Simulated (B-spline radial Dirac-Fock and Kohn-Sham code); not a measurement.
Terbium in charge state +1 (Tb⁺) in the configuration [Xe] 4f7 5d2 6s1, which is not the ground configuration. Computed with a B-spline radial atomic code: independent-particle rates on relativistic LDA orbitals of the hole state (multipoles to L = 3), energies from Dirac–Fock ΔSCF. Widths ruled by Coster–Kronig decay come out up to twice the measured ones in this model.

A figure with this caption is to be made: «X-ray emission lines that fill an N3 (4p3/2) hole, broadened by a Gaussian of 11 eV full width. Multiplet splitting by the open shell is left out.» What will it show?

The strongest line is N3-N5 at 138.7 eV with 65.0 % of the photons, then N3-O1 at 247.8 eV (26 %), N3-N4 at 132.4 eV (6.2 %), N3-P1 at 307.0 eV (2.0 %), N3-O5 at 305.8 eV (0.76 %). The hole has a width of 7.13 eV and a fluorescence yield of 8.35 × 10⁻⁵.

The result:

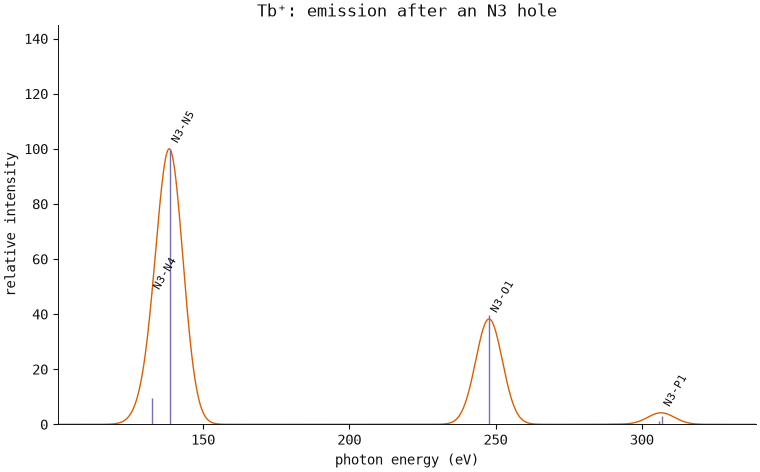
